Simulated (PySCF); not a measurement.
C11H5F5S, SMILES Cc1ccc(-c2c(F)c(F)c(F)c(F)c2F)s1 at its GFN2-xTB optimised geometry (Å):

```
22

C     -4.2522     1.2671     0.4391
C     -2.9591     0.5776     0.1998
C     -2.7516    -0.7000    -0.2356
C     -1.3960    -1.0380    -0.3539
C     -0.5482    -0.0096    -0.0145
C      0.8964    -0.0006    -0.0061
C      1.6531    -1.1837     0.0000
F      1.0448    -2.3765     0.0252
C      3.0409    -1.1837     0.0000
F      3.7030    -2.3436     0.0060
C      3.7434     0.0167     0.0000
F      5.0772     0.0236    -0.0003
C      3.0276     1.2089     0.0033
F      3.6752     2.3765     0.0044
C      1.6400     1.1904     0.0013
F      1.0103     2.3724    -0.0072
S     -1.4657     1.4000     0.4546
H     -5.0772     0.5712     0.3083
H     -4.3782     2.0958    -0.2578
H     -4.2893     1.6757     1.4481
H     -3.5511    -1.3820    -0.4631
H     -1.0665    -2.0012    -0.6942
```

Method: PBE/def2-SVP (PySCF 2.14.0). Cells within 0.4 Å of a nucleus heavier than hydrogen are left out (blank, or x).

Map of the deformation density (molecule minus spherical neutral atoms) (e/bohr³) on the plane z = 0.0 Å:

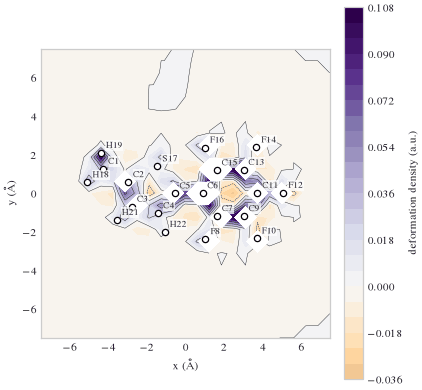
*Deformation density (molecule minus spherical neutral atoms) (e/bohr³) on the plane z = 0.0 Å.*
